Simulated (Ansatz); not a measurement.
# C₄H₁₀AlN: what the fields show

Input

```
crystal:
  periodic: [false, false, false]
  atoms:
    - {symbol: C, position_ang: [0.070589, 1.065442, -3.223329]}
    - {symbol: C, position_ang: [0.718682, -0.773679, -1.731960]}
    - {symbol: C, position_ang: [0.864725, -1.100570, -0.228845]}
    - {symbol: C, position_ang: [1.715294, -0.041402, 0.515704]}
    - {symbol: Al, position_ang: [1.138515, 1.567704, -0.474406]}
    - {symbol: N, position_ang: [0.532384, 0.666582, -1.915666]}
    - {symbol: H, position_ang: [-0.921106, 0.615415, -3.473190]}
    - {symbol: H, position_ang: [0.771944, 0.752863, -4.035787]}
    - {symbol: H, position_ang: [-0.036848, 2.167495, -3.284402]}
    - {symbol: H, position_ang: [1.619812, -1.132176, -2.294962]}
    - {symbol: H, position_ang: [-0.146060, -1.338011, -2.157337]}
    - {symbol: H, position_ang: [1.269262, -2.130342, -0.114003]}
    - {symbol: H, position_ang: [-0.154354, -1.114683, 0.217475]}
    - {symbol: H, position_ang: [1.565158, -0.081512, 1.612606]}
    - {symbol: H, position_ang: [2.803068, -0.208849, 0.339884]}
    - {symbol: H, position_ang: [1.156745, 3.159721, -0.349026]}
basis:
  gaussian:
    orbitals: def2-SVPD
output: {forces: true, orbitals: {seedname: orbitals}}
hamiltonian:
  xc: pbe0
```

Launched as:

```sh
ansatz run input.yaml --threads 4 --pin off --max-ram 7830MiB --events-out events.jsonl --progress --plain --runs-dir runs
```

Geometry: PBE-D3(BJ)/def2-SVP.

These are results of isolated molecule in a Gaussian basis; Kohn-Sham density functional theory, functional PBE0 in Ansatz, not measurements.

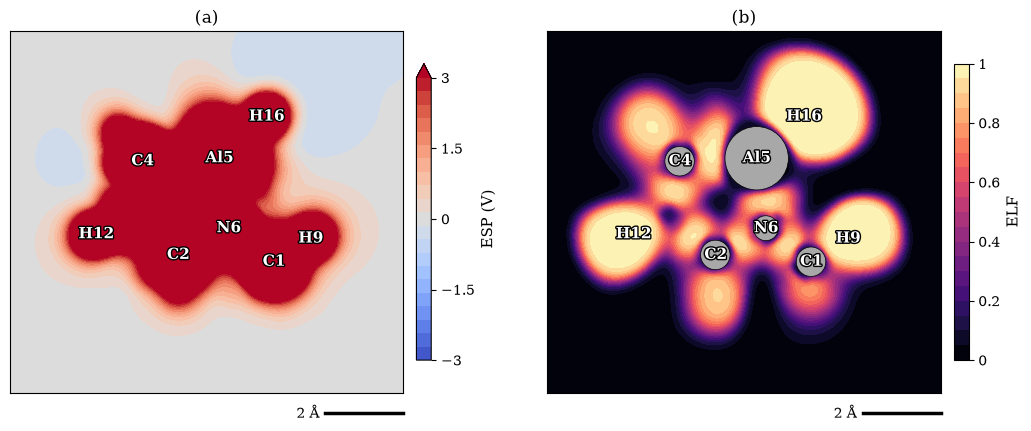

Figure 1. (a) molecular electrostatic potential; (b) ELF on the plane of atoms N6, Al5 and H16. Grey discs cover the atomic cores in the ELF map.

> Read the bonding off the picture.

- The section cuts through C, Al, N and H sites.
- C–N (1.44 Å): the ELF peaks at about 0.95 between the atoms; a shared electron pair.
- Al–N (1.80 Å): the ELF peaks at about 0.90 in the valence shell of N, 0.7 Å from its nucleus, and is about 0.60 at the midpoint.
- C–Al (1.98 Å): the ELF peaks at about 0.95 between the atoms (a shared but strongly polarised pair).
- C–H (1.11 Å): the ELF climbs to about 1 towards the hydrogen, as it does in any bond to H: a covalent bond by its length.
- Al–H (1.60 Å): the ELF climbs to about 1 towards the hydrogen.
- Outside the dense part of the molecule the potential is most negative (−0.4 V) near H16.

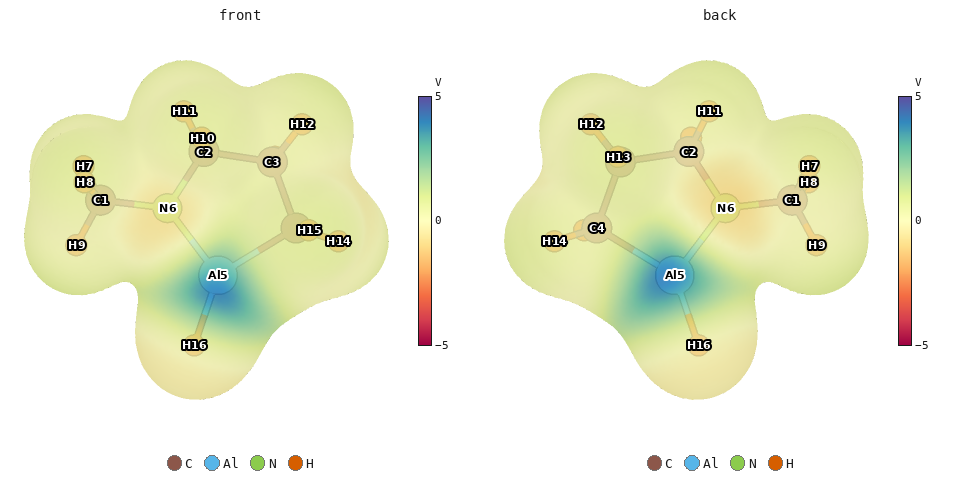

Figure 2. The electrostatic potential painted on the density surface at 0.004 e/bohr³, seen from the front and from behind; red is negative and blue positive.

> Describe the electrostatic potential map.

The most negative region (about −0.9 V) lies over N6, the most positive (about +3.9 V) over Al5.

> What dipole moment does the calculation give?

Its dipole moment is 0.24 D.

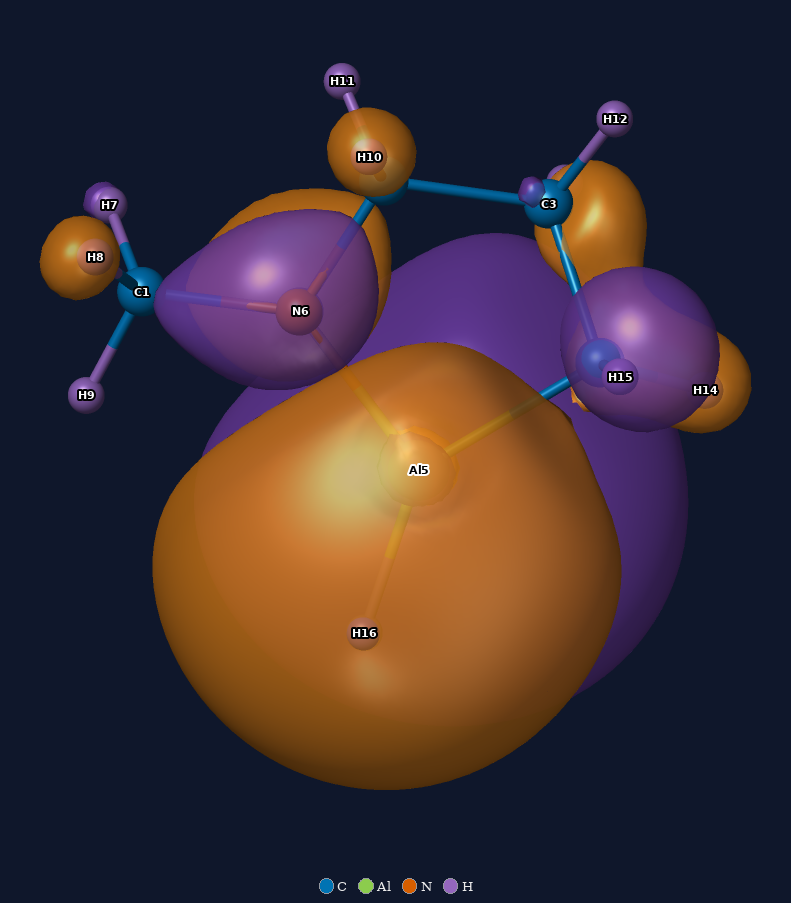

Figure 3. The LUMO at ±0.05 Å⁻³ᐟ² (orange and purple are the two phases), seen across its widest extent.

> Where does this orbital lie, and at what energy?

It lies mainly on Al5 (about 70 %), H16 (about 10 %) and N6 (about 5 %). Its energy is −0.50 eV.
